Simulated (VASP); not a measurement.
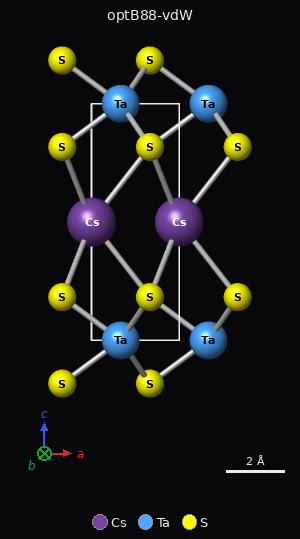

Crystalline CsTaS2 (a generated structure, set up in P-6m2), relaxed (cell and atoms) with several functionals. The picture shows the result with optB88-vdW. Style: ball-and-stick. Shown: the cell of the calculation, along the b axis.

Computed with VASP 6.6.1: VASP PAW PBE potentials, recommended. Settings: plane-wave cutoff 600 eV; k-point mesh 7 × 7 × 3; occupations fermi-dirac; smearing width 0.05 eV; no spin polarisation.

| functional | volume (Å³/atom) | a (Å) | c (Å) |
| --- | --- | --- | --- |
| optB88-vdW | 22.441 | 3.540 | 8.272 |
| PW91 | ? | ? | ? |
| vdW-DF-cx | 21.653 | 3.496 | 8.181 |
| rev-vdW-DF2 | 22.025 | 3.516 | 8.230 |
| AM05 | 21.622 | 3.491 | 8.193 |

**Fill in the missing row.**

With PW91 the volume is the largest of the series, above optB88-vdW (22.441). The calculation gives 22.576 Å³/atom (a = 3.549 Å, c = 8.277 Å). In order of volume: AM05 < vdW-DF-cx < rev-vdW-DF2 < optB88-vdW < PW91; the spread is 4.4 %.
